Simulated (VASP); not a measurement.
Band structure of Mo (bcc). Computed with TPSS meta-GGA, VASP's PBE PAW potentials (set 64) (plane waves; VASP).

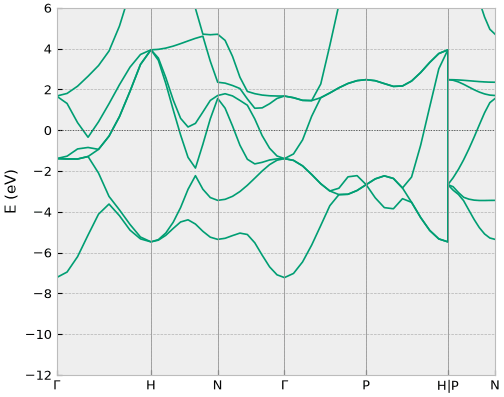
*Bands along high-symmetry lines, zero at the valence-band maximum or, without a gap, the Fermi level*

Read the plot: is there a gap, and where are the band edges?

It has no gap at this level: it comes out as a metal or semimetal.

The compound is Mo in the bcc structure. It was relaxed first.
